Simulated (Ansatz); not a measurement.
# How Au(111) screens a field, part 2 of 2

Where does the screening charge of Au(111) sit?

Ansatz 0.2.0; plane-wave DFT, r2SCAN, Ansatz PAW (the session's first sound run).

So far. Step 8 (Single point, field -0.2 V/Å): The dipole is -0.118 e·Å.

**9. Atoms held, field 0.4 V/Å**

The input, input.yaml:

```yaml
crystal:
  lattice:
    - [2.8849956672, 0.0, 0.0]
    - [1.4424978336, 2.4984795376, 0.0]
    - [0.0, 0.0, 29.7779454915]
  atoms:
    - { symbol: Au, position: [0.3333333333, 0.3333333333, 0.3022371037] }
    - { symbol: Au, position: [0.6666666667, 0.6666666667, 0.3813422622] }
    - { symbol: Au, position: [0.0, 0.0, 0.4604474207] }
    - { symbol: Au, position: [0.3333333333, 0.3333333333, 0.5395525793] }
    - { symbol: Au, position: [0.6666666667, 0.6666666667, 0.6186577378] }
    - { symbol: Au, position: [0.0, 0.0, 0.6977628963] }
kpoints:
  mp_grid: { grid: [24, 24, 1] }
hamiltonian:
  xc: r2scan
scf:
  occupations: { method: fermi_dirac, width: 0.1 }
  convergence: { dr2_threshold: 1.0e-10 }
efield:
  axis: 3
  dipole_correction: true
  ramp_position: 0.97
  ramp_width: 0.06
  amplitude: 0.4
output:
  forces: true
  write_potential: true
  write_density: true
  volumetric_format: npy
  elf: true
```

The run is started by

```bash
ansatz run input.yaml --threads 8 --pin off --max-ram 12288MiB --backend cpu --events-out ev --progress --plain --runs-dir out
```

Numbers of over 12 decimals in the logs are rounded to 6 here.

Log:

```text
[...]
Crystal: 6 atoms, lattice volume = 214.642 Å³
Basis set: ecut = 500 eV, 5389 PW (Γ), exchange–correlation on 96×96×900 points (64 copies of the dense FFT grid, shifted against one another)
Bands: 69, of which v1, the nominal top of the filled ones, is band 57 counted from 1 (56 counted from 0)
Symmetry: 6 space group operations
k-points: 61 of 576 (time reversal used)
[...]
k-point 0: bands = [... 53 lower, 4.2729, 4.2729, 4.6673, 4.6673, 4.8326, 4.8326, 6.2731, 7.0734, ... 8 higher]
  k-point 1: bands = [... 53 lower, 4.2736, 4.4614, 4.5898, 4.6684, 4.8353, 4.8617, 6.4135, 7.2565, ... 8 higher]
  k-point 2: bands = [... 53 lower, 4.2749, 4.3275, 4.4924, 4.6714, 4.8432, 5.1702, 6.7516, 7.7212, ... 8 higher]
  k-point 60: bands = [... 53 lower, 4.7457, 9.8418, 9.8835, 9.8860, 10.3495, 10.5491, 10.5735, 11.9991, ... 8 higher]
[key lines of the parts left out:]
SCF converged after 18 iterations
Free energy (F): -78980.312427 eV
Fermi energy:    7.016720 eV
Dipole field:    D = 0.199109 V/Å  (p = 0.236181 e·Å, saw-weighted, corrected)
```

Run time: 85 s. Hardware: 8 threads of Arm Neoverse N1, shared host; peak memory 1.8 GiB; 11 min of CPU time.

Running mean over 2.356 Å of the planar mean, with the applied field; the ramp of the sawtooth is left out. Electron's electrostatic potential energy less the Fermi level against z:

```csv
z (Å),electron's electrostatic potential energy less the Fermi level (eV)
4,3.79
5,4.19
6,4.52
7,3.89
8,-3.31
9,-8.05
10,-8.44
11,-8.58
12,-8.61
13,-8.61
14,-8.62
15,-8.62
16,-8.62
17,-8.61
18,-8.61
19,-8.55
20,-8.39
21,-7.70
22,-1.13
23,4.98
24,5.84
25,6.26
26,6.66
```

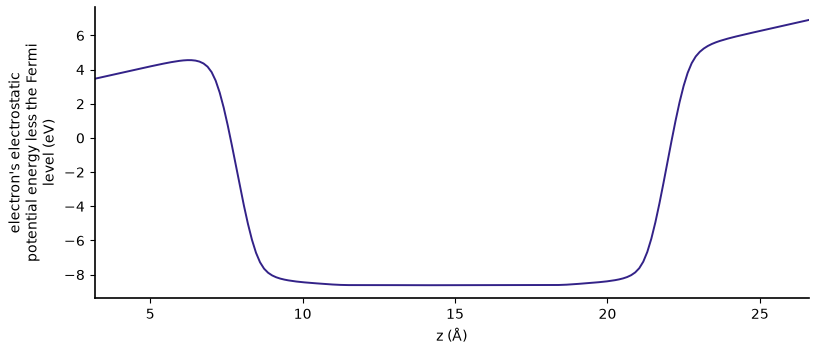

Electron's electrostatic potential energy less the Fermi level against z.

The dipole is 0.236 e·Å.

**10. The response**

This step: plane-wave DFT, r2SCAN, Ansatz PAW; screening of a field by a metal slab (Ansatz 0.2.0).

The dipoles give the slope, and the difference of two potentials shows where the field is screened.

This step gave:

```yaml
equivalent_conductor_thickness_p_eps_0ae: 14.82 Å
distance_between_the_outer_atoms: 11.78 Å
inner_field_over_outer_field: -0.001017
image_plane_upper_face: 1.502 Å
induced_electrons_on_the_upper_face_over_eps_0e: -1.003
image_plane_lower_face: 1.502 Å
induced_electrons_on_the_lower_face_over_eps_0e: 1.003
```

The dipole of the cell by applied field:

| applied field (V/Å) | dipole of the cell (e·Å) |
| --- | --- |
| -0.200 | -0.118 |
| -0.100 | -0.0590 |
| -0.050 | -0.0295 |
| 0.000 | 6.8e-7 |
| 0.050 | 0.0295 |
| 0.100 | 0.0590 |
| 0.200 | 0.118 |
| 0.400 | 0.236 |

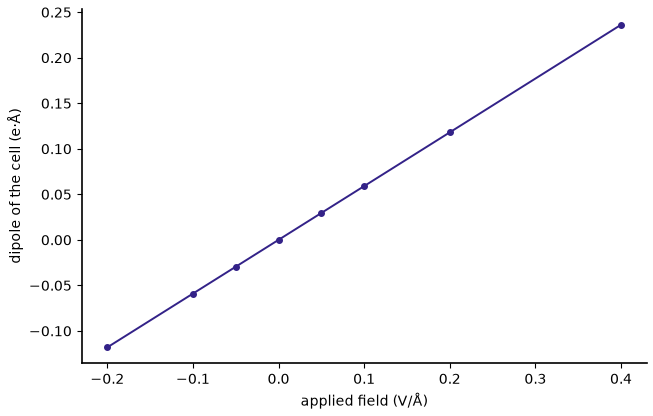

Dipole of the cell, plotted against applied field.

Local field over the applied field, running mean. From the potentials at -0.05 and 0.05 V/Å; running mean over 2.356 Å. Local field over applied field against z:

| z (Å) | local field over applied field |
| --- | --- |
| 6 | 0.941 |
| 8 | 0.302 |
| 10 | 0.00405 |
| 12 | 7.2e-4 |
| 14 | -7.4e-4 |
| 16 | -1.8e-4 |
| 18 | 0.00118 |
| 20 | 0.00263 |
| 22 | 0.388 |
| 24 | 0.961 |

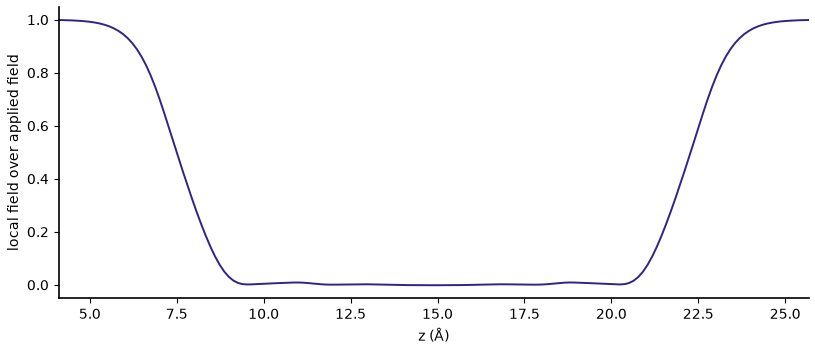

Local field over applied field against z.

The induced electron density oscillates, so the rows of the table below give means over windows of 2 Å about each position, cut where the curve ends. Its maxima inside the range that stand out by 2 % of the span (Å: e/Å³ per V/Å): 7.8: 0.00424, 8.9: 1.0e-4, 10.6: 5.2e-4, 18.1: 1.9e-4, 20.0: 5.6e-4, 21.2: 1.2e-4. Its minima: 8.6: -1.2e-4, 9.8: -5.6e-4, 11.8: -1.9e-4, 19.2: -5.2e-4, 20.9: -1.0e-4, 22.0: -0.00424.

Electrons, planar mean, per unit field. Table of induced electron density by z; means over each step:

```
z (Å)  induced electron density (e/Å³ per V/Å)
    6                                   5.2e-4
    8                                  0.00229
   10                                  -4.3e-5
   12                                  -1.7e-5
   14                                   1.1e-5
   16                                  -1.7e-5
   18                                   6.0e-6
   20                                   5.4e-5
   22                                 -0.00246
   24                                  -3.5e-4
```

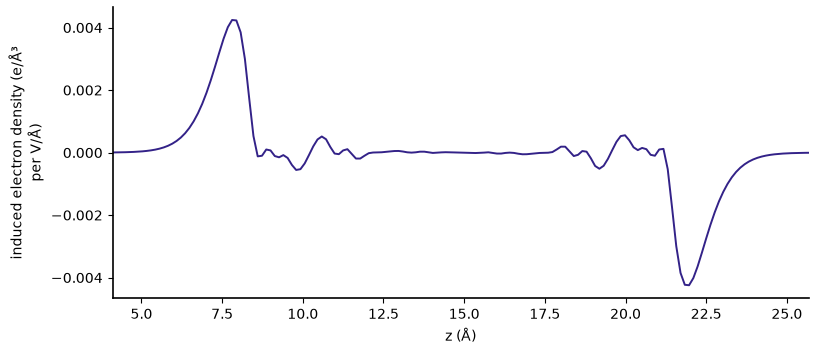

Induced electron density against z.

By hand: between -0.05 and 0.05 V/Å the dipole changes by 0.05904 e·Å, a slope of 0.5904 e·Å²/V. A perfect conductor of thickness t has p = ε₀AEt, so t = 180.95 × 0.5904 / 7.208 = 14.82 Å (e/ε₀ = 180.95 V·Å, A in Å²). Less the 11.78 Å between the outer atoms, and halved, that puts each image plane 1.52 Å out.

The induced dipole is that of a conductor 14.82 Å thick.

**11. A changed input**

This step: plane-wave DFT, r2SCAN, Ansatz PAW, but for the change named below (Ansatz 0.2.0).

A run with a changed input: it repeats the earlier run at 0.05 V/Å with basis.ecutwfc to 600 eV, magnetization to spin_polarized: true and crystal.symmetry to detect: false.

The input, input.yaml:

```yaml
crystal:
  lattice:
    - [2.8849956672, 0.0, 0.0]
    - [1.4424978336, 2.4984795376, 0.0]
    - [0.0, 0.0, 29.7779454915]
  atoms:
    - { symbol: Au, position: [0.3333333333, 0.3333333333, 0.3022371037], spin: -2.0 }
    - { symbol: Au, position: [0.6666666667, 0.6666666667, 0.3813422622], spin: -4.0 }
    - { symbol: Au, position: [0.0, 0.0, 0.4604474207], spin: -1.0 }
    - { symbol: Au, position: [0.3333333333, 0.3333333333, 0.5395525793], spin: -1.0 }
    - { symbol: Au, position: [0.6666666667, 0.6666666667, 0.6186577378], spin: 2.0 }
    - { symbol: Au, position: [0.0, 0.0, 0.6977628963], spin: -0.5 }
  symmetry: { detect: false }
kpoints:
  mp_grid: { grid: [24, 24, 1] }
hamiltonian:
  xc: r2scan
scf:
  occupations: { method: fermi_dirac, width: 0.1 }
  convergence: { dr2_threshold: 1.0e-10 }
efield:
  axis: 3
  dipole_correction: true
  ramp_position: 0.97
  ramp_width: 0.06
  amplitude: 0.05
output:
  forces: true
  write_potential: true
  write_density: true
  volumetric_format: npy
basis:
  ecutwfc: "600 eV"
magnetization:
  spin_polarized: true
```

Log:

```text
[...]
Crystal: 6 atoms, lattice volume = 214.642 Å³
Basis set: ecut = 600 eV, 7103 PW (Γ), exchange–correlation on 96×96×960 points (64 copies of the dense FFT grid, shifted against one another)
Bands: 75, of which v1, the nominal top of the filled ones, is band 57 counted from 1 (56 counted from 0)
Symmetry: 1 space group operations
k-points: 290 of 576 (time reversal used)
[...]
Starting moments: Σ|m| = 10.5 μB on 6 of 6 sites
[...]
SCF iter   1: F=—  HF=-78976.410317 eV  |F-HF|=—  |Δ(HF+E_count)|=         —  Δρ=8.78e-2 (↑7.44e-2 ↓8.78e-2)  dr2=4.77e0  dr2_τ=9.11e-1  dr2_m=1.24e1  M=-0.577 μB ∫|m|=1.152 μB  β_m=0.30  ethr=3.10e-3  p=0.000 e·Å  D=1.12e-13 V/Å  ΔV_dip=-0.00 eV  dr2_dipole=1.06e0  V_vac-E_F(+/−)=4.99/3.62 eV  ⟨swp⟩=9.7  Hψ=207350  notcnv=0  defer=1263
[...]
spin=Collinear: LDOS preconditioning applied to the charge; magnetization (m = ρ↑ − ρ↓) channel mixes plain (no charge-response kernel on spin).
SCF iter   2: F=—  HF=-78977.295900 eV  |F-HF|=—  |Δ(HF+E_count)|=   8.86e-1  Δρ=6.18e-2 (↑5.74e-2 ↓6.18e-2)  dr2=1.70e0  dr2_τ=8.77e-2  dr2_m=6.86e0  M=-0.396 μB ∫|m|=0.766 μB  β_m=0.30  ethr=3.10e-3  p=0.009 e·Å  D=7.35e-3 V/Å  ΔV_dip=-0.22 eV  dr2_dipole=5.63e-1  V_vac-E_F(+/−)=5.16/4.02 eV  ⟨swp⟩=2.3  Hψ=63548  notcnv=0  defer=5122  κ⁻¹=1.0e0(r=1)
[...]
SCF iter   7: F=—  HF=-78980.147175 eV  |F-HF|=—  |Δ(HF+E_count)|=   1.10e-1  Δρ=1.22e-2 (↑1.21e-2 ↓1.22e-2)  dr2=1.85e-4  dr2_τ=3.18e-3  dr2_m=2.89e-1  M=-0.079 μB ∫|m|=0.192 μB  β_m=0.33  ethr=4.17e-6  p=0.030 e·Å  D=2.50e-2 V/Å  ΔV_dip=-0.74 eV  dr2_dipole=2.78e-5  V_vac-E_F(+/−)=5.46/4.84 eV  ⟨swp⟩=2.0  Hψ=60367  notcnv=0  defer=5292
[...]
spin-set hold released at iteration 7 (site moments contracting): the magnetisation degrees of freedom join the quasi-Newton model from the next iteration; the mixer history was flushed
SCF iter   8: F=—  HF=-78980.211207 eV  |F-HF|=—  |Δ(HF+E_count)|=   6.40e-2  Δρ=8.56e-3 (↑8.54e-3 ↓8.56e-3)  dr2=3.26e-5  dr2_τ=1.64e-3  dr2_m=1.44e-1  M=-0.056 μB ∫|m|=0.143 μB  β_m=0.30  ethr=1.62e-7  p=0.030 e·Å  D=2.50e-2 V/Å  ΔV_dip=-0.74 eV  dr2_dipole=1.80e-6  V_vac-E_F(+/−)=5.47/4.85 eV  ⟨swp⟩=3.0  Hψ=95491  notcnv=0  defer=5292  κ⁻¹=1.0e0(r=1)
[...]
SCF iter  21: F=-78980.272989 eV  HF=-78980.272989 eV  |F-HF|=1.46e-11  |Δ(HF+E_count)|=  2.91e-11  Δρ=2.87e-8 (↑2.39e-8 ↓2.87e-8)  dr2=5.87e-11  dr2_τ=1.24e-13  dr2_m=5.75e-13  M=-0.000 μB ∫|m|=0.000 μB  ethr=1.00e-12  p=0.030 e·Å  D=2.49e-2 V/Å  ΔV_dip=-0.74 eV  dr2_dipole=7.84e-12  V_vac-E_F(+/−)=5.46/4.84 eV  ⟨swp⟩=7.9  Hψ=201358  notcnv=0
SCF 1 converged in 21 iterations: F = -78980.272989 eV  dr2 = 5.87e-11
[...]
WARN: the starting moments were not kept: the SCF closed with an absolute magnetisation of 1.6e-6 μB, where they sum to 10.5 μB in size (6 sites). That is at most 0.1 of that sum. Measured as dr2_m measures the in/out step, that magnetisation stands 2.1e-13 eV from none, at or under the dr2_threshold of 1.0e-10 eV: it is no larger than a step whose dr2_m would equal this threshold. The system may hold no moment; this [...]
[...]
this state was not tested for a lower state beside it, because the mixer in use, unlike msr1, does not test its closes by its own steps (another_mixer; see scf.mixing.algorithm and scf.lower_state_search)
SCF converged after 21 iterations
[...]
Magnetization: -0.0000 μB (57.0000 up, 57.0000 down)
Absolute magnetization: 0.0000 μB (∫|ρ↑−ρ↓|, with the PAW one-centre terms)
[...]
Per-site moments (μB) at R_I (Å): [(-3.280804748987426e-8, 1.190061), (-3.136613792549551e-8, 1.190061), (1.0975937350369315e-9, 1.190061), (-2.552053651339046e-8, 1.190061), (1.9049389154119464e-8, 1.190061), (-4.1706443169392344e-8, 1.190061)]
Free energy (F): -78980.272989 eV
[...]
Internal energy: -78980.213742 eV  (E = F + TS)
E sigma→0 (E₀):  -78980.243366 eV
Entropy (-TS):   -0.059247 eV (-9.875 meV/atom)
Fermi energy:    7.023104 eV
Dipole field:    D = 0.024882 V/Å  (p = 0.029515 e·Å, saw-weighted, corrected)
Work function:   not extracted (applied field tilts the vacuum); planar V_es + V_field profile in the machine report
[...]
--- Forces (eV/Å), atoms counted from 1 ---
  atom   1  Au    -0.00000000     0.00000000    -0.31215458
  atom   2  Au    -0.00000000    -0.00000000     0.11676264
  atom   3  Au     0.00000000     0.00000000    -0.01294144
  atom   4  Au     0.00000000     0.00000000     0.01345531
  atom   5  Au    -0.00000000    -0.00000000    -0.11481338
  atom   6  Au     0.00000000     0.00000000     0.30969315
  max |Σ_I F_I| component: 1.69e-6 eV/Å
--- Band table (eV; the first three rows and the last of 580) ---
  k-point 0 ↑: bands = [... 53 lower, 4.2793, 4.2793, 4.6736, 4.6736, 4.8388, 4.8388, 6.2864, 7.0735, ... 14 higher]
  k-point 1 ↑: bands = [... 53 lower, 4.2800, 4.4677, 4.5963, 4.6747, 4.8415, 4.8681, 6.4255, 7.2579, ... 14 higher]
  k-point 2 ↑: bands = [... 53 lower, 4.2812, 4.3348, 4.4979, 4.6778, 4.8495, 5.1768, 6.7617, 7.7250, ... 14 higher]
  k-point 289 ↓: bands = [... 53 lower, 5.3808, 6.7683, 7.5984, 8.0817, 8.2352, 8.5202, 8.5237, 10.5024, ... 14 higher]
```

Run time: 19 min. Hardware: 8 threads; peak memory 8.9 GiB.

This step gave:

```yaml
energy_at_zero_smearing: -78980.2434 eV
dipole_along_the_normal: 0.02951 e·Å
```

Force by atom:

| atom | x (eV/Å) | y (eV/Å) | z (eV/Å) | size |
| --- | --- | --- | --- | --- |
| Au1 | 0.000 | 0.000 | -0.312 | 0.312 |
| Au2 | 0.000 | 0.000 | 0.117 | 0.117 |
| Au3 | 0.000 | 0.000 | -0.013 | 0.013 |
| Au4 | 0.000 | 0.000 | 0.013 | 0.013 |
| Au5 | 0.000 | 0.000 | -0.115 | 0.115 |
| Au6 | 0.000 | 0.000 | 0.310 | 0.310 |

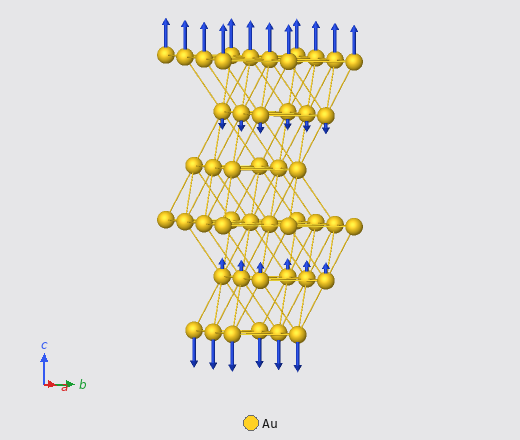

Force as arrows, the longest 0.312 eV/Å. 3×2×1 cells are drawn. Some periodic images of atoms are drawn too.

| quantity | this run | earlier run | difference |
| --- | --- | --- | --- |
| dipole along the normal (e·Å) | 0.02951 | 0.02952 | -3.3e-6 |

The dipole moves by under 0.5 % or 5e-5 e·Å. The run took 21 SCF cycles against 13.

**12. The same run with other settings**

This step: plane-wave DFT, r2SCAN, Ansatz PAW (Ansatz 0.2.0).

Another changed input: it repeats the earlier run at 0.05 V/Å with efield.dipole_correction from true to false and efield.amplitude from 0.05 to 0.1.

input.yaml, the sections that differ from step 11:

```yaml
crystal:
  lattice:
    - [2.8849956672, 0.0, 0.0]
    - [1.4424978336, 2.4984795376, 0.0]
    - [0.0, 0.0, 29.7779454915]
  atoms:
    - { symbol: Au, position: [0.3333333333, 0.3333333333, 0.3022371037] }
    - { symbol: Au, position: [0.6666666667, 0.6666666667, 0.3813422622] }
    - { symbol: Au, position: [0.0, 0.0, 0.4604474207] }
    - { symbol: Au, position: [0.3333333333, 0.3333333333, 0.5395525793] }
    - { symbol: Au, position: [0.6666666667, 0.6666666667, 0.6186577378] }
    - { symbol: Au, position: [0.0, 0.0, 0.6977628963] }
efield:
  axis: 3
  dipole_correction: false
  ramp_position: 0.97
  ramp_width: 0.06
  amplitude: 0.1
# kpoints, hamiltonian, scf, output: as in step 11
# basis: removed
# magnetization: removed
```

Log:

```text
[...]
Crystal: 6 atoms, lattice volume = 214.642 Å³
Basis set: ecut = 500 eV, 5389 PW (Γ), exchange–correlation on 96×96×900 points (64 copies of the dense FFT grid, shifted against one another)
Bands: 69, of which v1, the nominal top of the filled ones, is band 57 counted from 1 (56 counted from 0)
Symmetry: 6 space group operations
k-points: 61 of 576 (time reversal used)
[...]
SCF iter   1: F=—  HF=-78980.492825 eV  |F-HF|=—  |Δ(HF+E_count)|=         —  Δρ=1.18e-2  dr2=7.21e0  dr2_τ=3.22e-2  ethr=1.77e-3  p=0.000 e·Å  V_vac-E_F(+/−)=6.24/3.50 eV  ⟨swp⟩=7.7  Hψ=17751  notcnv=0  defer=139
[...]
SCF iter  16: F=-78980.271075 eV  HF=-78980.271075 eV  |F-HF|=8.73e-11  |Δ(HF+E_count)|=  1.02e-10  Δρ=1.68e-8  dr2=5.34e-12  dr2_τ=7.29e-14  ethr=1.00e-12  p=0.117 e·Å  V_vac-E_F(+/−)=6.36/3.86 eV  ⟨swp⟩=9.1  Hψ=21895  notcnv=0
SCF 1 converged in 16 iterations: F = -78980.271075 eV  dr2 = 5.34e-12
[...]
SCF converged after 16 iterations
[...]
Free energy (F): -78980.271075 eV
[...]
Internal energy: -78980.211833 eV  (E = F + TS)
E sigma→0 (E₀):  -78980.241454 eV
Entropy (-TS):   -0.059242 eV (-9.874 meV/atom)
Fermi energy:    7.021793 eV
Dipole field:    D = 0.099048 V/Å  (p = 0.117490 e·Å, saw-weighted)
Work function:   not extracted (applied field tilts the vacuum); planar V_es + V_field profile in the machine report
[...]
--- Forces (eV/Å), atoms counted from 1 ---
  atom   1  Au     0.00000000     0.00000000    -0.31668151
  atom   2  Au    -0.00000000     0.00000000     0.11955412
  atom   3  Au     0.00000000    -0.00000000    -0.01216564
  atom   4  Au    -0.00000000     0.00000000     0.01422305
  atom   5  Au     0.00000000    -0.00000000    -0.11183073
  atom   6  Au    -0.00000000    -0.00000000     0.30691558
  max |Σ_I F_I| component: 1.49e-5 eV/Å
--- Band table (eV; the first three rows and the last of 61) ---
  k-point 0: bands = [... 53 lower, 4.2778, 4.2778, 4.6721, 4.6721, 4.8373, 4.8373, 6.2835, 7.0739, ... 8 higher]
  k-point 1: bands = [... 53 lower, 4.2785, 4.4663, 4.5948, 4.6733, 4.8400, 4.8666, 6.4228, 7.2579, ... 8 higher]
  k-point 2: bands = [... 53 lower, 4.2798, 4.3331, 4.4966, 4.6763, 4.8480, 5.1753, 6.7595, 7.7244, ... 8 higher]
  k-point 60: bands = [... 53 lower, 4.7506, 9.8468, 9.8891, 9.8904, 10.3544, 10.5601, 10.5722, 12.0050, ... 8 higher]
```

It took 80 s on 8 threads; peak memory 1.8 GiB; 10 min of CPU time.

```csv
quantity,this run,earlier run,difference
dipole along the normal (e·Å),0.1175,0.02952,0.088
```

The applied field differs, and the slope found earlier predicts a dipole of 0.0590 e·Å; this run gives 0.117 e·Å, 0.058 e·Å more.

With the dipole correction off, the periodic images add a field of their own to the typed one.

These numbers are not those of the isolated slab.

**13. What came out**

| Quantity | Value |
| --- | --- |
| work function | 5.17 eV |
| image plane, upper face | 1.50 Å |
| induced electrons on the upper face over ε₀E | -1.00 |
| equivalent conductor thickness p/(ε₀AE) | 14.8 Å |
| inner field over outer field | -0.00102 |

The induced charge has its centre 1.50 Å outside the outermost atoms; this is the plane from which a capacitor's gap or an image potential counts. The equivalent conductor thickness exceeds the distance between the outer atoms by 3.04 Å, about the sum of the two image-plane distances. In the middle of the slab the field is screened to under 0.5 % of its outer value. The atoms are held at bulk positions with the tabulated experimental lattice constant.

[Logs are printed without paths, hosts, clocks, repeated set-up lines and the standing remarks that a program may print on its own settings, such as how far it seeks lower states.]

[Hosts, paths, dates, database ids (printed as entryN), source tags and the programs' standing remarks are cut or masked in the printed files.]

[Maps of the electrostatic potential energy from Ansatz leave out the sawtooth potential of an applied field or a dipole correction, so their vacuum need not be flat; planar profiles and work functions include it.]
